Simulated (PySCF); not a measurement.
**AlGa (charge +1, doublet): density, localisation and related maps**

| atom | x (Å) | y (Å) | z (Å) |
| --- | --- | --- | --- |
| Al | 0.0000 | 0.0000 | -2.3026 |
| Ga | 0.0000 | 0.0000 | 0.9014 |

Computed with PySCF 2.14.0, PBE0/6-31G(d,p), non-relativistic, at a bond length of 3.204 Å.

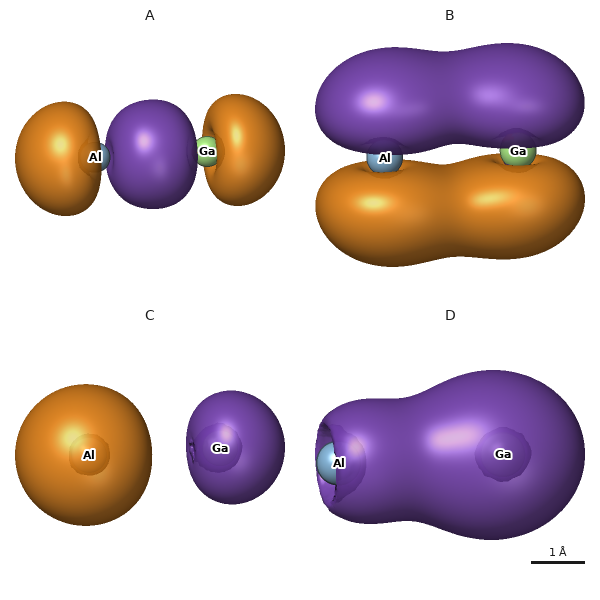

Figure 1. Four frontier α-spin orbitals, each drawn at the value that holds 80 % of its norm (orange and purple are the two phases), in no order; of a degenerate pair one member is drawn.

**Label each orbital by symmetry, say whether it is occupied, and order them by energy.**

Orbital D: σ, occupied in this spin, −15.85 eV; mainly on Ga (75 %).
Orbital C: σ, occupied in this spin, −13.83 eV; mainly on Al (75 %).
Orbital A: σ, occupied in this spin, −9.71 eV; shared between the atoms (Al 50 %, Ga 50 %).
Orbital B: π, empty in this spin, −7.37 eV; bonding, with no node between the atoms.

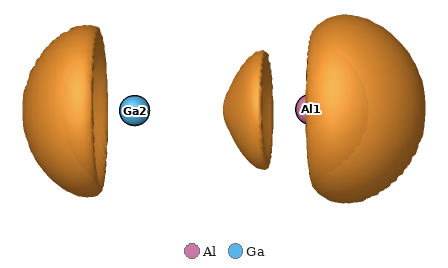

Figure 2. Isosurface of the ELF at 0.85 (orange), seen from one side. Core shells and regions of very low density are left out.

**What do the ELF domains correspond to?**

At this value the surface marks out two lobes on Al, pointing away from the bonds (non-bonding electrons) and one lobe on Ga, pointing away from the bonds (non-bonding electrons). Along the contacts the grid gives the following. Al–Ga (3.20 Å): the ELF peaks at about 0.95 between the atoms.
